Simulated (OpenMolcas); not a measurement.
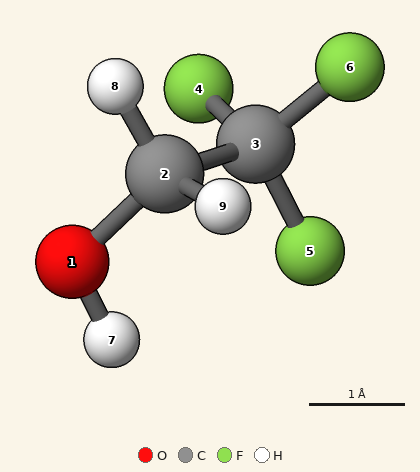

**Figure 1.** The structure (ball-and-stick view, seen at a tilt; atoms are numbered from 1 in the order of the input). Bond lengths as drawn: C–C 1.53 Å, C–F 1.33 to 1.35 Å, C–H 1.09 to 1.10 Å, C–O 1.39 Å and H–O 0.97 Å.

## Run report: C2H3F3O, excited-state calculation (part 1 of 2)

- system: C2H3F3O, multiplicity 3
- method: CASPT2/ANO-RCC-VDZ, DKH2 (OpenMolcas 26.06)

The geometry is that of the parent species in another charge or spin state. The geometry comes from this level: GFN2-xTB.

The input:
```
* C2H3F3O CASPT2
&GATEWAY
Coord
9
angstrom
O        0.298110      -1.508670      -0.505880
C        0.135200      -0.538000       0.477190
C       -0.345410       0.793960      -0.106010
F       -1.555160       0.719260      -0.663300
F        0.495590       1.229610      -1.061650
F       -0.398810       1.750090       0.830870
H        0.931930      -1.208650      -1.169690
H       -0.625840      -0.905190       1.169890
H        1.064380      -0.332420       1.028580
Basis=ANO-RCC-VDZ
Group=NoSym
&SEWARD
&RASSCF
FileOrb=$CurrDir/step2.RasOrb
Spin=3
Nactel=10 0 0
Inactive=20
Ras2=10
OrbListing=Nothing
&CASPT2
Imaginary=0.2
&RASSI
NrOfJobIphs=1 all
IphNames
JOBMIX
EJob
```

Hardware: 1 thread of Arm Neoverse V2, 24 GiB of memory available, shared host.

Launched with:
```bash
export MOLCAS_MEM=1860
pymolcas step4.inp > step4.log
```

The program's output:
```
--- Start Module: gateway ---

                                              &GATEWAY

                       available to each process: 1.9 GB of memory, 1 thread

++    Symmetry information:
      ---------------------

                    Character Table for C1

                             E
                    a        1  x, y, xy, Rz, z, xz, Ry, yz, Rx, I
--

++    Basis set information:
      ----------------------

      Basis set label: O.ANO-RCC...3S2P.

      Electronic valence basis set:
      ------------------
      Associated Effective Charge   8.000000 au
      Associated Actual Charge      8.000000 au
      Nuclear Model: Point charge

      Shell  nPrim  nBasis  Cartesian Spherical Contaminant
         s      14       3        X
         p       9       2        X

      Basis set label: C.ANO-RCC...3S2P.

      Electronic valence basis set:
      ------------------
      Associated Effective Charge   6.000000 au
      Associated Actual Charge      6.000000 au
      Nuclear Model: Point charge

      Shell  nPrim  nBasis  Cartesian Spherical Contaminant
         s      14       3        X
         p       9       2        X

      Basis set label: F.ANO-RCC...3S2P.

      Electronic valence basis set:
      ------------------
      Associated Effective Charge   9.000000 au
      Associated Actual Charge      9.000000 au
      Nuclear Model: Point charge

      Shell  nPrim  nBasis  Cartesian Spherical Contaminant
         s      14       3        X
         p       9       2        X

      Basis set label: H.ANO-RCC...2S.

      Electronic valence basis set:
      ------------------
      Associated Effective Charge   1.000000 au
      Associated Actual Charge      1.000000 au
      Nuclear Model: Point charge

      Shell  nPrim  nBasis  Cartesian Spherical Contaminant
         s       8       2        X
--

++    Molecular structure info:
      -------------------------

                    ************************************************
                    **** Cartesian Coordinates / bohr, angstrom ****
                    ************************************************

     Center  Label                x              y              z                     x              y              z
        1      O1               0.563346      -2.850973      -0.955975              0.298110      -1.508670      -0.505880
        2      C2               0.255491      -1.016673       0.901758              0.135200      -0.538000       0.477190
        3      C3              -0.652730       1.500367      -0.200330             -0.345410       0.793960      -0.106010
        4      F4              -2.938826       1.359204      -1.253455             -1.555160       0.719260      -0.663300
        5      F5               0.936529       2.323626      -2.006228              0.495590       1.229610      -1.061650
        6      F6              -0.753642       3.307191       1.570117             -0.398810       1.750090       0.830870
        7      H7               1.761092      -2.284017      -2.210394              0.931930      -1.208650      -1.169690
        8      H8              -1.182666      -1.710561       2.210772             -0.625840      -0.905190       1.169890
        9      H9               2.011387      -0.628183       1.943734              1.064380      -0.332420       1.028580

                    ***************************************
                    *    InterNuclear Distances / bohr    *
                    ***************************************

               1 O1            2 C2            3 C3            4 F4            5 F5            6 F6
    1 O1       0.000000
    2 C2       2.628803        0.000000
    3 C3       4.580830        2.893951        0.000000
    4 F4       5.484460        4.526964        2.520959        0.000000
    5 F5       5.293276        4.480825        2.542591        4.063885        0.000000
    6 F6       6.785173        4.490083        2.531655        4.067216        4.076066        0.000000
    7 H7       1.824720        3.682185        4.918177        6.023125        4.685293        7.202622
    8 H8       3.791752        2.064774        4.050223        4.950599        6.208763        5.076646
    9 H9       3.930131        2.078415        4.028058        6.219031        5.046850        4.824120

               7 H7            8 H8            9 H9
    7 H7       0.000000
    8 H8       5.342403        0.000000
    9 H9       4.478975        3.383020        0.000000

                    *******************************************
                    *    InterNuclear Distances / angstrom    *
                    *******************************************

               1 O1            2 C2            3 C3            4 F4            5 F5            6 F6
    1 O1       0.000000
    2 C2       1.391103        0.000000
    3 C3       2.424071        1.531413        0.000000
    4 F4       2.902251        2.395566        1.334034        0.000000
    5 F5       2.801081        2.371150        1.345481        2.150515        0.000000
    6 F6       3.590559        2.376050        1.339694        2.152278        2.156961        0.000000
    7 H7       0.965600        1.948529        2.602587        3.187300        2.479350        3.811463
    8 H8       2.006509        1.092632        2.143285        2.619744        3.285536        2.686445
    9 H9       2.079736        1.099850        2.131557        3.290969        2.670678        2.552815

               7 H7            8 H8            9 H9
    7 H7       0.000000
    8 H8       2.827078        0.000000
    9 H9       2.370172        1.790217        0.000000

                    **************************************
                    *    Valence Bond Angles / degree    *
                    **************************************
                          Atom centers                 Phi
                      2 C2       1 O1       7 H7       110.24
                      1 O1       2 C2       3 C3       111.99
                      1 O1       2 C2       8 H8       107.16
                      1 O1       2 C2       9 H9       112.69
                      3 C3       2 C2       8 H8       108.37
                      3 C3       2 C2       9 H9       107.07
                      8 H8       2 C2       9 H9       109.48
                      2 C2       3 C3       4 F4       113.26
                      2 C2       3 C3       5 F5       110.85
                      2 C2       3 C3       6 F6       111.53
                      4 F4       3 C3       5 F5       106.75
                      4 F4       3 C3       6 F6       107.22
                      5 F5       3 C3       6 F6       106.89

           ***************************************************************
           *              Valence Dihedral Angles / degree               *
           ***************************************************************
                    Atom centers                       Phi1     Phi2     Theta
           7 H7       1 O1       2 C2       8 H8        110.24   107.16   177.14
           7 H7       1 O1       2 C2       9 H9        110.24   112.69   -62.37
           3 C3       2 C2       1 O1       7 H7        111.99   110.24    58.42
           1 O1       2 C2       3 C3       4 F4        111.99   113.26    63.80
           1 O1       2 C2       3 C3       5 F5        111.99   110.85   -56.16
           1 O1       2 C2       3 C3       6 F6        111.99   111.53  -175.14
           4 F4       3 C3       2 C2       8 H8        113.26   108.37   -54.19
           4 F4       3 C3       2 C2       9 H9        113.26   107.07  -172.19
           5 F5       3 C3       2 C2       8 H8        110.85   108.37  -174.16
           5 F5       3 C3       2 C2       9 H9        110.85   107.07    67.84
           6 F6       3 C3       2 C2       8 H8        111.53   108.37    66.86
           6 F6       3 C3       2 C2       9 H9        111.53   107.07   -51.14
--

            Nuclear Potential Energy            273.88288142 au

--- Stop Module: gateway /rc=_RC_ALL_IS_WELL_ ---

--- Start Module: seward ---

                                              &SEWARD

                       available to each process: 1.9 GB of memory, 1 thread

               SEWARD will generate:
                  Multipole Moment integrals up to order  2
                  Kinetic Energy integrals
                  Nuclear Attraction integrals (point charge)
                  One-Electron Hamiltonian integrals
                  Velocity integrals
                  Relativistic Douglas-Kroll-Hess integrals:
                    - Parametrization         : EXP
                    - DKH order of Hamiltonian: 2
                    - DKH order of Properties : 0
                         - multipole moment operators
                         - electric potential operators
                         - contact operators
                  Orbital angular momentum around ( -0.4550   0.8833  -0.3701 )
                  Velocity quadrupole around ( -0.4550   0.8833  -0.3701 )
                  Atomic mean-field integrals
                  Two-Electron Repulsion integrals

                   Integrals are discarded if absolute value <: 1.00E-14
                   Integral cutoff threshold is set to       <: 1.00E-16

            Nuclear Potential Energy            273.88288142 au

      Basis set specifications :
      Symmetry species         a
      Basis functions           60

--- Stop Module: seward /rc=_RC_ALL_IS_WELL_ ---
--- Module seward spent 3 seconds ---

--- Start Module: rasscf ---

                                              &RASSCF

                       available to each process: 1.9 GB of memory, 1 thread

      Header of the ONEINT file:
      --------------------------

      OrdInt status: non-squared

      Cartesian coordinates in angstrom:
      -----------------------------------------------------
      No.  Label        X            Y            Z
      -----------------------------------------------------
       1   O1         0.29811000  -1.50867000  -0.50588000
       2   C2         0.13520000  -0.53800000   0.47719000
       3   C3        -0.34541000   0.79396000  -0.10601000
       4   F4        -1.55516000   0.71926000  -0.66330000
       5   F5         0.49559000   1.22961000  -1.06165000
       6   F6        -0.39881000   1.75009000   0.83087000
       7   H7         0.93193000  -1.20865000  -1.16969000
       8   H8        -0.62584000  -0.90519000   1.16989000
       9   H9         1.06438000  -0.33242000   1.02858000
      -----------------------------------------------------
      Nuclear repulsion energy =  273.88288142

++    Wave function specifications:
      -----------------------------

      Number of closed shell electrons          40
      Number of electrons in active shells      10
      Max number of holes in RAS1 space          0
      Max nr of electrons in RAS3 space          0
      Number of inactive orbitals               20
      Number of active orbitals                 10
      Number of secondary orbitals              30
      Spin quantum number                      1.0
      State symmetry                             1
--

++    Orbital specifications:
      -----------------------

      Symmetry species                           1
                                                 a
      Frozen orbitals                            0
      Inactive orbitals                         20
      Active orbitals                           10
      RAS1 orbitals                              0
      RAS2 orbitals                             10
      RAS3 orbitals                              0
      Secondary orbitals                        30
      Deleted orbitals                           0
      Number of basis functions                 60
--

++    CI expansion specifications:
      ----------------------------

      Number of CSFs                         29700
      Number of determinants                 44100
      Number of root(s) required                 1
      Root chosen for geometry opt.              1
      CI root used                               1

      highest root included in the CI            1
      max. size of the explicit Hamiltonian    200
--

++    Optimization specifications:
      ----------------------------

      RASSCF algorithm: Conventional
      Maximum number of macro iterations       200
      Maximum number of SX iterations          100
      Threshold for RASSCF energy            1.000E-08
      Threshold for max MO rotation          1.000E-01
      Threshold for max BLB element          1.000E-04
      Level shift parameter                  5.000E-01
      Make Quasi-Newton update
--

      The MO-coefficients are taken from the file:
      step2.RasOrb
      Title: RASSCF average (pseudo-natural) orbitals

      Total molecular charge    0.00

      ************************************************************************************************************************
      *                                            Wave function control section                                             *
      ************************************************************************************************************************

                                         RASSCF iterations: Energy and convergence statistics
                                         ----------------------------------------------------

          iter iter root      energy       change     param      element    value   shift minimum  type update hh:mm:ss
 Nr of preliminary CI iterations:   5
        1   1   24    1  -450.79324715    0.00E+00  -4.00E-02   25  37 1 -2.74E-02*  0.34   0.00    SX    NO    0:00:00
        2   3   17    1  -450.79860220   -5.36E-03*  4.39E-02   25  37 1 -9.82E-03*  0.34   0.00    SX    NO    0:00:00
        3   3   19    1  -450.80006822   -1.47E-03* -5.59E-02   25  37 1 -3.96E-03*  0.34   0.00    SX    NO    0:00:00
        4   5   25    1  -450.80165228   -1.58E-03*  7.18E-02   27  46 1 -2.81E-03*  0.34   0.00    SX    NO    0:00:00
        5   5   19    1  -450.80410266   -2.45E-03*  7.13E-02   26  46 1 -3.38E-03*  0.34   2.50    LS   YES    0:00:00
        6   5   14    1  -450.80680775   -2.71E-03*  2.05E-01*  26  46 1 -3.85E-03*  0.34   2.50    QN   YES    0:00:00
        7   5   18    1  -450.81123470   -4.43E-03* -1.45E-02   27  34 1 -4.60E-03*  0.33   0.98    QN   YES    0:00:00
        8   3   13    1  -450.81114068    9.40E-05*  2.72E-02   27  34 1 -4.22E-03*  0.33  -0.43    SX   YES    0:00:00
        9   5   14    1  -450.81199612   -8.55E-04*  9.05E-02   27  34 1 -3.01E-03*  0.33   2.50    QN   YES    0:00:00
       10   5   12    1  -450.81393949   -1.94E-03* -6.77E-02   20  25 1  2.70E-03*  0.33   1.42    QN   YES    0:00:00
       11   4   12    1  -450.81456927   -6.30E-04*  4.24E-02   20  25 1  2.30E-03*  0.32   1.28    QN   YES    0:00:00
       12   4   12    1  -450.81497631   -4.07E-04*  5.26E-02   27  34 1  2.30E-03*  0.32   2.22    QN   YES    0:00:00
       13   4   11    1  -450.81545662   -4.80E-04* -2.39E-02   27  34 1  2.08E-03*  0.31   1.42    QN   YES    0:00:00
       14   4   11    1  -450.81560782   -1.51E-04* -1.31E-02   27  34 1  1.11E-03*  0.31   1.38    QN   YES    0:00:00
       15   4   10    1  -450.81564604   -3.82E-05* -7.01E-03   10  25 1  6.67E-04*  0.31   1.45    QN   YES    0:00:00
       16   4    9    1  -450.81565910   -1.31E-05* -4.84E-03   10  25 1  3.90E-04*  0.31   1.43    QN   YES    0:00:00
       17   4    9    1  -450.81566294   -3.84E-06* -1.31E-03   10  25 1  2.10E-04*  0.31   1.26    QN   YES    0:00:00
       18   4    8    1  -450.81566361   -6.71E-07* -5.03E-04   10  25 1  1.23E-04*  0.31   1.22    QN   YES    0:00:00
       19   4    7    1  -450.81566377   -1.63E-07*  3.54E-04   10  25 1  9.62E-05   0.31   1.41    QN   YES    0:00:00
       20   4    7    1  -450.81566384   -6.96E-08* -2.00E-04   10  25 1  6.81E-05   0.31   1.53    QN   YES    0:00:00
       21   4    7    1  -450.81566387   -3.15E-08* -1.28E-04   10  25 1  4.11E-05   0.31   1.51    QN   YES    0:00:00
       22   4    6    1  -450.81566389   -1.37E-08* -7.62E-05   10  25 1  1.95E-05   0.31   1.56    QN   YES    0:00:00
       23   3    6    1  -450.81566389   -5.94E-09   5.38E-05   10  25 1  6.06E-06   0.31   1.43    QN   YES    0:00:00
      Convergence after 23 iterations
       24   1    6    1  -450.81566390   -1.23E-09   5.38E-05   10  25 1 -1.06E-05   0.31   1.43    QN   YES    0:00:00
```
